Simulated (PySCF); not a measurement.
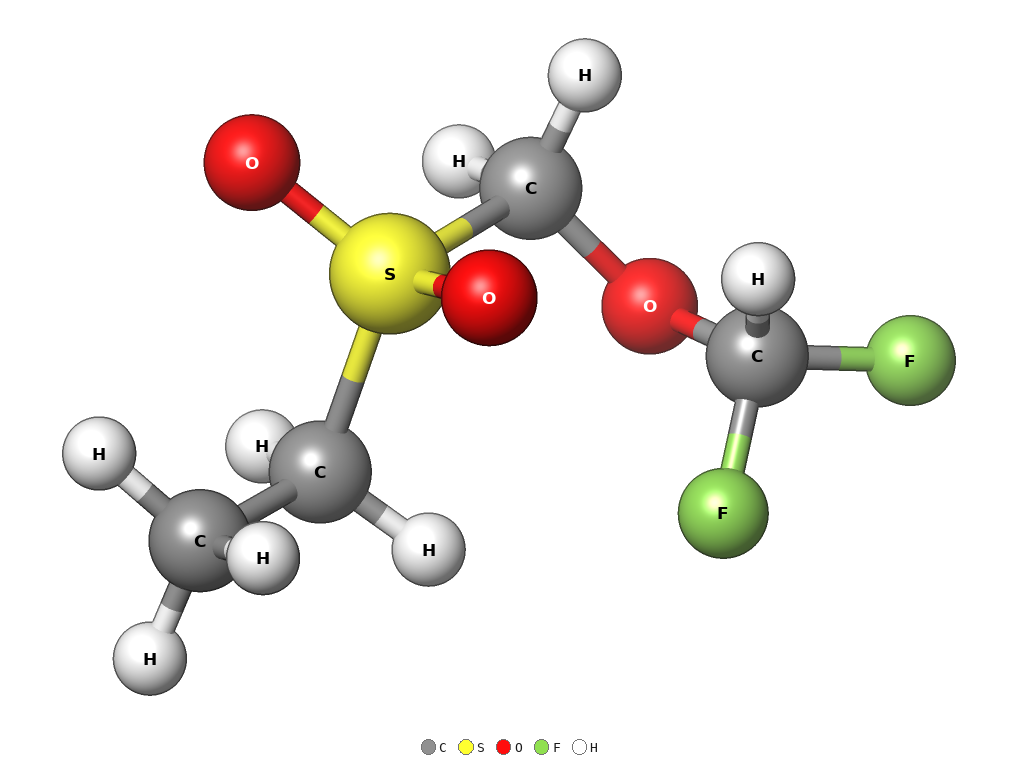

A ball-and-stick model of a molecule.

The computed structure is the end point of a GFN2-xTB optimisation. No frequency run is at hand to confirm it as a minimum.

Identify the structure.

The molecule is C4H8F2O3S. SMILES: `CCS(=O)(=O)COC(F)F`. It has no ring. Among its groups: ether, sulfone, C–F bond. The point group is C1. Coordination: 4 C tetrahedral; 1 S tetrahedral; 1 O bent.

The parts below concern this one geometry. Atoms keep their numbers from picture to picture.

**Geometry**

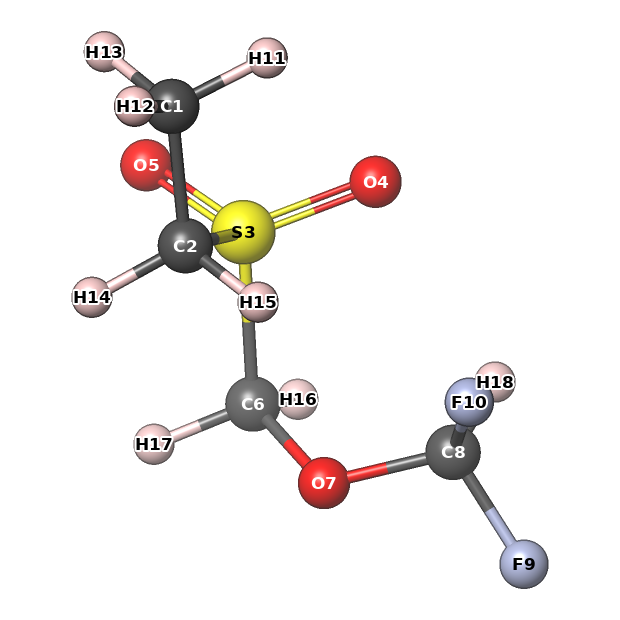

S3 lies behind C2. The molecule seen a little off the C2–S3 bond, C2 in front. Atoms fade into the background with distance from the viewer. No frequency run is at hand to confirm it as a minimum.

> What is the torsion angle C1–C2–S3–O4? The sign is positive where the front bond must turn clockwise to cover the back bond.

68°, synclinal (gauche). The bonds about C2–S3 are staggered.

**Electronic properties**

No frequency run is at hand to confirm it as a minimum. Method: PBE0/pcSseg-1, gas phase (PySCF 2.14.0).

> What is the HOMO–LUMO gap?

9.02 eV.

> What is the dipole moment?

2.44 D.

> Estimate the HOMO energy (Kohn–Sham orbital).

−8.38 eV.

**NMR shielding**

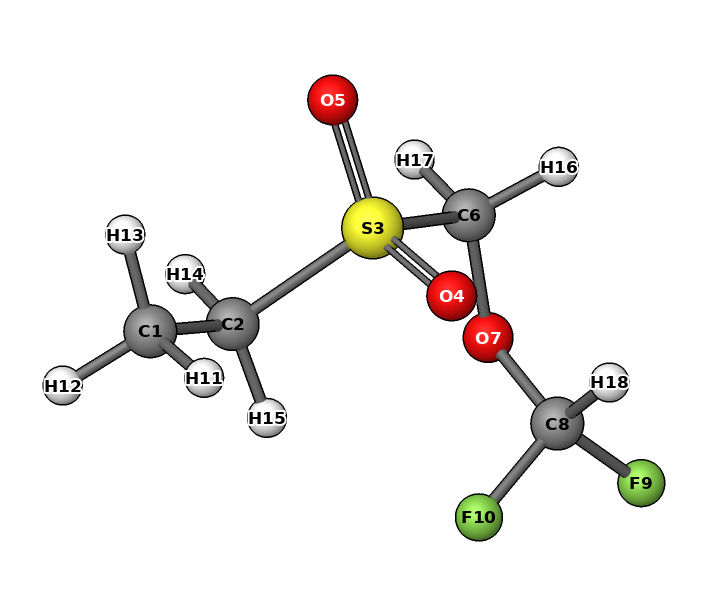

The questions are on isotropic NMR shieldings of the O atoms. No frequency run is at hand to confirm it as a minimum. Properties computed with GIAO PBE0/pcSseg-1 NMR shielding, non-relativistic, gas phase (PySCF 2.14.0).

Give the isotropic NMR shieldings of the O atoms atom by atom.

| atom | σ (ppm) |
| --- | --- |
| O4 | 142.9 |
| O5 | 138.9 |
| O7 | 224.9 |

**Quadrupole coupling**

No frequency run is at hand to confirm it as a minimum. Electric field gradients from the ground-state density, PBE0/pcSseg-1 (PySCF 2.14.0), non-relativistic apart from any core potentials.

Give the largest field-gradient component, the quadrupole coupling constant and the asymmetry for 33S at S3 (Q = −67.81 mb), 17O at O4 (Q = −25.6 mb), 17O at O5 (Q = −25.6 mb), 17O at O7 (Q = −25.6 mb).

```tsv
atom	V_zz (a.u.)	e²qQ/h (MHz)	η
S3	0.197	−3.13	0.23
O4	1.316	−7.92	0.13
O5	1.305	−7.85	0.08
O7	1.946	−11.70	0.79
```
